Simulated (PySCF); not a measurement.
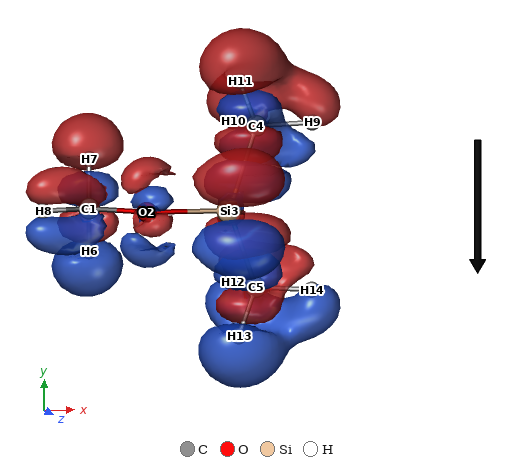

*C$_{3}$H$_{9}$OSi, doublet, SMILES `CO[Si](C)C`. Change of the electron density in a uniform field of 0.21 V/Å along −y (arrow), surfaces at ±0.0015 e/Å³ (red: gain, blue: loss).*

Method: B3LYP/def2-SVPD; geometry: GFN2-xTB; program: PySCF. No frequency check shows the geometry to be a minimum. The stability of the open-shell solution wasn't checked. GFN2-xTB doesn't know the spin state, so this open-shell geometry is rough.

Input script:

```python
import numpy as np
from pyscf import gto, scf, dft
from pyscf.scf import atom_ks, atom_hf
from scipy.linalg import block_diag

def solve(mol, dm0=None, hcore=None):
    mf = (dft.UKS if mol.spin else dft.RKS)(mol, xc='b3lyp')
    mf.grids.level = 3
    mf = mf.density_fit(auxbasis='def2-universal-jkfit')
    mf.conv_tol, mf.max_cycle = 1e-8, 80
    if hcore is not None:
        mf.get_hcore = lambda *args: hcore
    mf.kernel(dm0)
    if not mf.converged:
        mf = mf.newton().run(mf.mo_coeff, mf.mo_occ, max_cycle=30)
    assert mf.converged, 'SCF not converged'
    return mf

mol = gto.M(atom='''
C     -2.07995    -0.00153    -0.46124
O     -1.14709     0.00701     0.58771
Si     0.48523     0.00125     0.52821
C      1.17463     1.55640    -0.33742
C      1.16277    -1.56540    -0.33342
H     -1.96707    -0.88297    -1.08414
H     -1.96031     0.89585    -1.08642
H     -3.07659     0.00834    -0.01967
H      2.25558     1.60972    -0.26108
H      0.92035     1.55247    -1.39799
H      0.76691     2.46575     0.09492
H      0.90851    -1.56226    -1.39400
H      0.74816    -2.47052     0.10124
H      2.24328    -1.62674    -0.25693
''', basis='def2-svpd', charge=0, spin=1, verbose=4)
field = np.array([0.0, 0.004, 0.0])  # atomic units
mol.set_common_orig(mol.atom_charges() @ mol.atom_coords() / mol.atom_charges().sum())
mf = solve(mol)
out = dict(dm0=mf.make_rdm1(), d0=mf.dip_moment(unit='AU'), e0=mf.e_tot)
for name, sign in (('p', 1), ('m', -1)):
    h = mf.get_hcore() + sign * np.einsum('x,xij->ij', field, mol.intor('int1e_r'))
    mi = solve(mol, mf.make_rdm1(), h)
    out.update({'dm' + name: mi.make_rdm1(), 'd' + name: mi.dip_moment(unit='AU'), 'e' + name: mi.e_tot})
# spherically averaged free atoms, for the promolecule
atm = atom_ks.get_atm_nrks(mol, xc='b3lyp')
pro = block_diag(*[(atm[a[0]][2] * atm[a[0]][3]) @ atm[a[0]][2].T for a in mol._atom])
np.savez('result.npz', pro=pro, **out)
```

Launched as:

```sh
OMP_NUM_THREADS=1 python input.py
```

The run took 3.5 min on 1 thread of Arm Neoverse N1, with other jobs on the host, peak memory 0.86 GiB.

Partitions, critical points and surface values were worked out afterwards from this run's density.

The field was applied in both directions; the picture shows the one opposite to the script's first.

Q: What dipole is induced, and what polarisability does it imply?

A: The induced dipole is 0.78 D (along the field); α along this axis, from the fields in both directions, is 76 bohr³ (11.3 Å³).
